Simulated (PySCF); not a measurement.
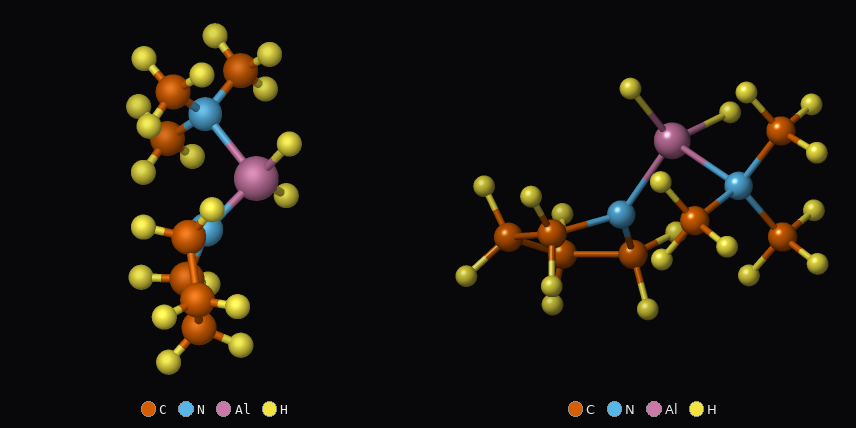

Both panels show the same species.

The computed structure is the end point of a PBE0-D3(BJ)/def2-SVP optimisation. No frequency run is at hand to confirm it as a minimum.

**Count the atoms of each element.**

C7H19AlN2, 29 atoms: 7 carbon, 19 hydrogen, 1 aluminium and 2 nitrogen.

**How many bonds of each kind are drawn?**

17 C–H, 5 C–N, 3 C–C, 2 Al–N, 2 Al–H.

**Give a SMILES string for it.**

C[N+](C)(C)[AlH2-][N]1CCCC1

The parts below concern this one geometry. Atoms keep their numbers from picture to picture.

**Shape**

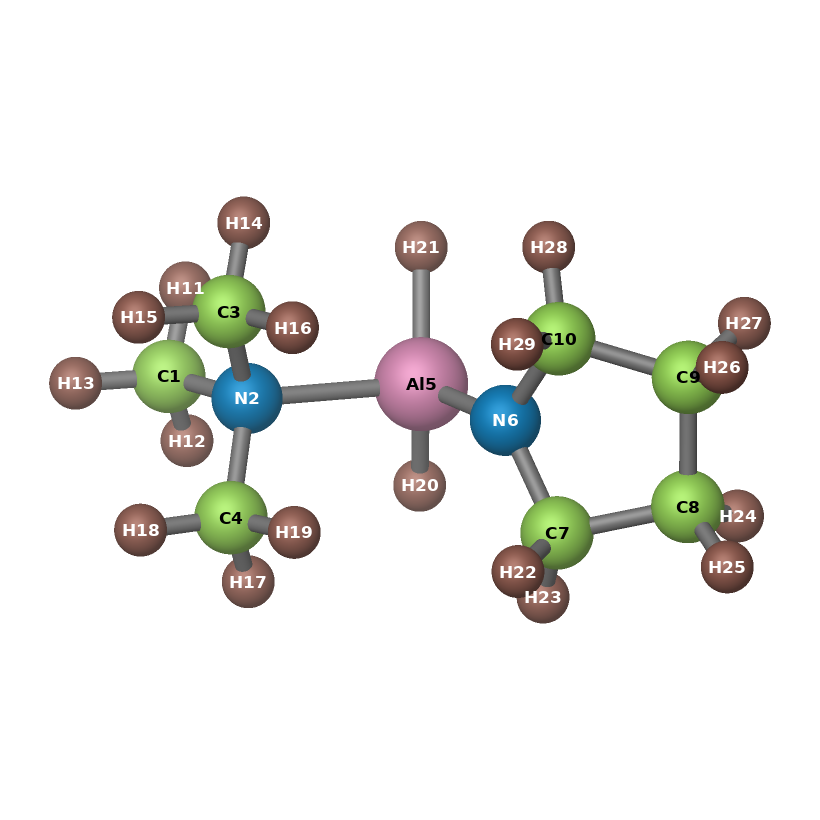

No frequency run is at hand to confirm it as a minimum.

List the bonds and their lengths. Leave out bonds to hydrogen.

| bond | length (Å) |
| --- | --- |
| C1–N2 | 1.463 |
| N2–C3 | 1.466 |
| N2–C4 | 1.466 |
| N2–Al5 | 2.089 |
| Al5–N6 | 1.818 |
| N6–C7 | 1.444 |
| N6–C10 | 1.445 |
| C7–C8 | 1.539 |
| C8–C9 | 1.543 |
| C9–C10 | 1.544 |

**Electronic properties**

No frequency run is at hand to confirm it as a minimum. Properties computed with PBE0/pcSseg-1, gas phase (PySCF 2.14.0).

Predict the main results.

- dipole moment: 4.66 D
- HOMO energy (Kohn–Sham orbital): −5.51 eV
- LUMO energy (Kohn–Sham orbital): 0.83 eV
- HOMO–LUMO gap: 6.34 eV

**NMR shielding**

The questions are on isotropic NMR shieldings of the C atoms. No frequency run is at hand to confirm it as a minimum. Level of theory: GIAO PBE0/pcSseg-1 NMR shielding, non-relativistic, gas phase (PySCF 2.14.0).

**Which C atom is the most shielded (lowest chemical shift)?**

C9 (157.0 ppm).

**Which C atom is the least shielded (highest chemical shift)?**

C7 (130.8 ppm).

**How wide is the range of C shifts?**

26.2 ppm.

Give the isotropic NMR shieldings of the C atoms atom by atom.

```json
{"atom": "C1", "σ (ppm)": "140.4"}
{"atom": "C3", "σ (ppm)": "137.8"}
{"atom": "C4", "σ (ppm)": "137.8"}
{"atom": "C7", "σ (ppm)": "130.8"}
{"atom": "C8", "σ (ppm)": "156.1"}
{"atom": "C9", "σ (ppm)": "157.0"}
{"atom": "C10", "σ (ppm)": "131.4"}
```

**Quadrupole coupling**

No frequency run is at hand to confirm it as a minimum. Electric field gradients from the ground-state density, PBE0/pcSseg-1 (PySCF 2.14.0), non-relativistic apart from any core potentials.

Give the largest field-gradient component, the quadrupole coupling constant and the asymmetry for 14N at N2 (Q = 20.44 mb), 27Al at Al5 (Q = 146.6 mb), 14N at N6 (Q = 20.44 mb), 2H at H11 (Q = 2.86 mb), 2H at H12 (Q = 2.86 mb), 2H at H13 (Q = 2.86 mb), 2H at H14 (Q = 2.86 mb).

```
atom  V_zz (a.u.)  e²qQ/h (MHz)     η
  N2       −0.871         −4.18  0.01
 Al5        0.651          22.4  0.24
  N6       −0.973         −4.67  0.66
 H11        0.284         0.191  0.07
 H12        0.284         0.191  0.07
 H13        0.279         0.188  0.07
 H14        0.285         0.192  0.07
```

**Charges**

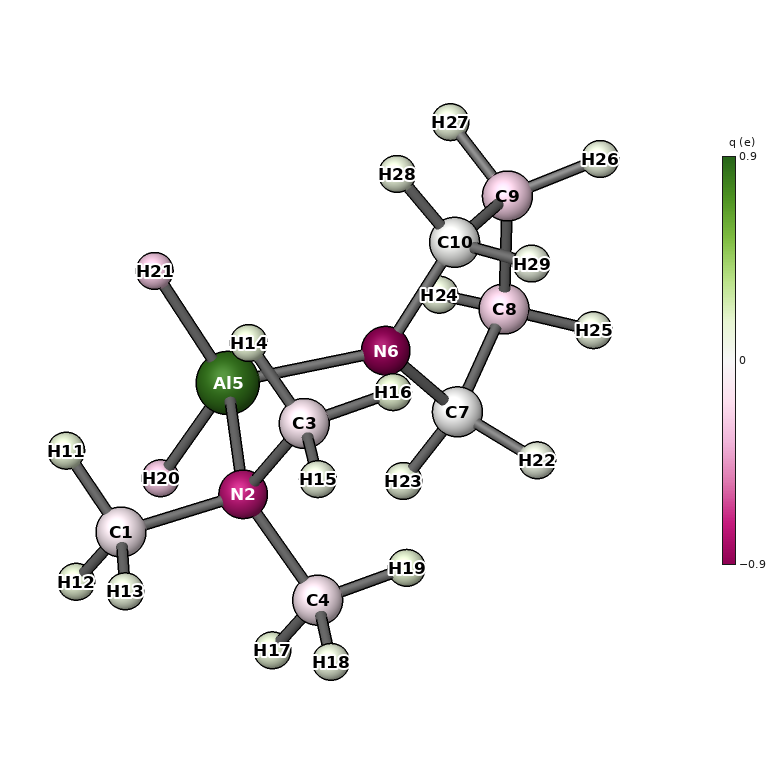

Atoms are coloured by their Mulliken charges. No frequency run is at hand to confirm it as a minimum. Method: PBE0/pcSseg-1, gas phase (PySCF 2.14.0).

List the Mulliken charges.

```tsv
atom	value (e)
C1	−0.10
N2	−0.76
C3	−0.12
C4	−0.12
Al5	0.84
N6	−0.89
C7	0.00
C8	−0.23
C9	−0.24
C10	0.01
H11	0.15
H12	0.15
H13	0.12
H14	0.15
H15	0.12
H16	0.16
H17	0.15
H18	0.12
H19	0.16
H20	−0.28
H21	−0.28
H22	0.09
H23	0.12
H24	0.12
H25	0.11
H26	0.11
H27	0.12
H28	0.12
H29	0.09
```

Mulliken values depend strongly on the basis set and can even reverse the polarity of a bond.
